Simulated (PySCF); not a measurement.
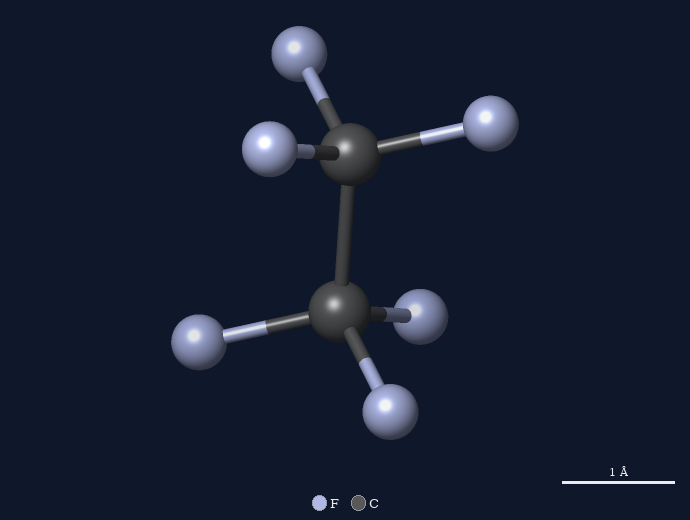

The picture shows a molecular structure as a ball-and-stick model.

Identify the structure.

The molecule is C2F6. Its SMILES string is `FC(F)(F)C(F)(F)F`. It has no ring. Among its groups: C–F bond. This geometry has D3d symmetry. Coordination: 2 C tetrahedral.

More results for the same structure follow; atom numbers are the same in all pictures, views and colours differ. The geometry was computed by an optimisation with PBE0-D3(BJ)/def2-SVP. No frequency run is at hand to confirm it as a minimum.

Shape

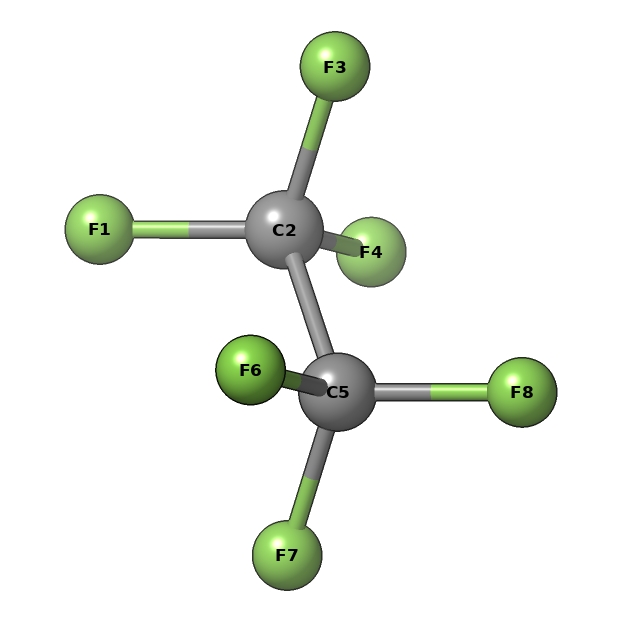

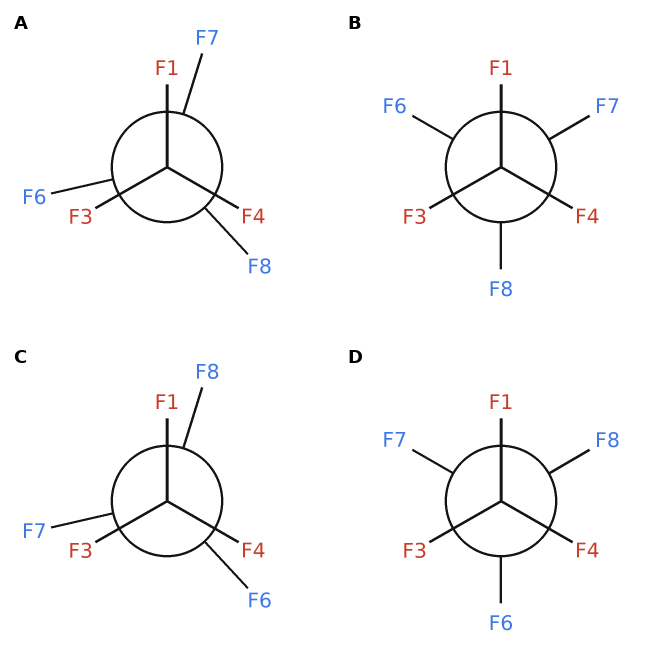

Atoms fade into the background with distance from the viewer. Bonds that would overlap in a projection are set slightly apart. No frequency run is at hand to confirm it as a minimum.

Which Newman projection shows the view along C2–C5, with C2 in front?

Answer. B. The torsion angle F1–C2–C5–F6 is −60°, synclinal (gauche).

Levels of theory compared

No frequency run is at hand to confirm it as a minimum. Program: PySCF 2.14.0.

At this fixed geometry, give HOMO–LUMO gap (eV), HOMO energy (eV) at these levels: PBE0/IGLO-III; PBE0/aug-cc-pVDZ; PBE0/cc-pVDZ; PBE0/cc-pVTZ; PBE0/def2-SVP; PBE0/def2-TZVP.

| level | HOMO–LUMO gap (eV) | HOMO energy (eV) |
| --- | --- | --- |
| PBE0/IGLO-III | 13.32 | −11.40 |
| PBE0/aug-cc-pVDZ | 11.92 | −11.39 |
| PBE0/cc-pVDZ | 13.70 | −10.93 |
| PBE0/cc-pVTZ | 13.64 | −11.22 |
| PBE0/def2-SVP | 13.86 | −11.18 |
| PBE0/def2-TZVP | 13.53 | −11.33 |

NMR shielding

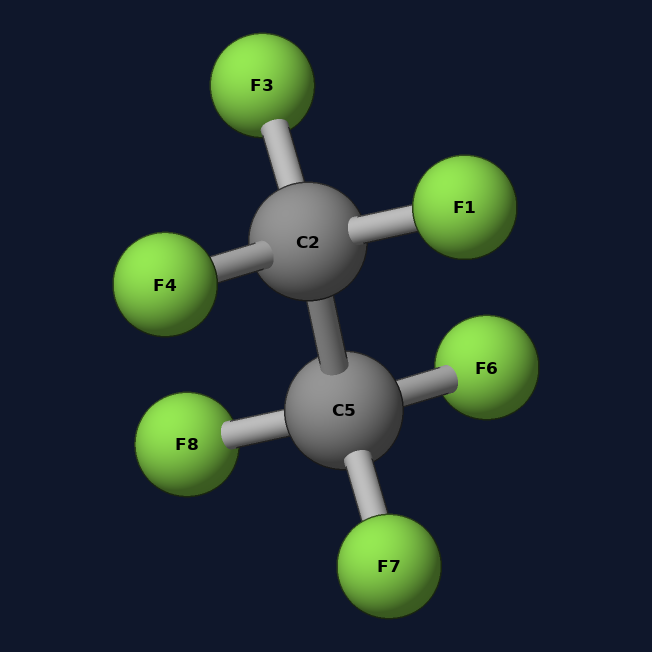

No frequency run is at hand to confirm it as a minimum. Method: GIAO PBE0/aug-cc-pVDZ NMR shielding, non-relativistic, gas phase (PySCF 2.14.0). Principal shieldings σ11 ≤ σ22 ≤ σ33, span Ω = σ33 − σ11, skew κ = 3(σiso − σ22)/Ω.

Give the shielding tensors of the C atoms.

| atom | σ11 | σ22 | σ33 | σiso | Ω | κ |
| --- | --- | --- | --- | --- | --- | --- |
| C2, C5 | 63.0 | 84.2 | 84.2 | 77.1 | 21.3 | −1.00 |

Shieldings and span in ppm.

Charges

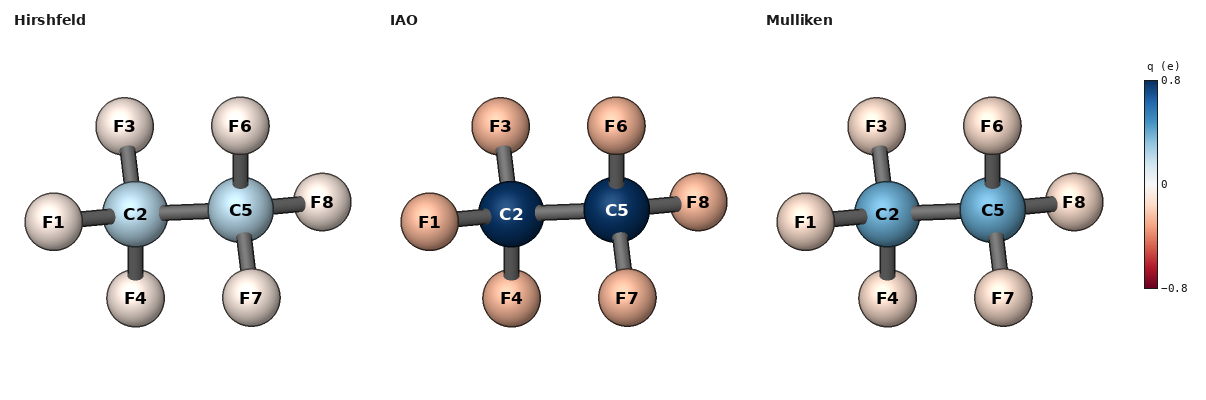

Atomic charges of one calculation by 3 schemes, on one colour scale. No frequency run is at hand to confirm it as a minimum. Method: PBE0/cc-pVTZ (PySCF 2.14.0).

Which scheme gives the most polar picture (largest mean size of the charges)?

Answer. The IAO charges are the largest in size here, and the Hirshfeld charges the smallest.

List the charges (e), one line for each set of equivalent atoms.

| atom | Hirshfeld | IAO | Mulliken |
| --- | --- | --- | --- |
| F1, F3, F4… | −0.08 | −0.26 | −0.13 |
| C2, C5 | 0.23 | 0.79 | 0.40 |

Mulliken values depend strongly on the basis set and can even reverse the polarity of a bond.
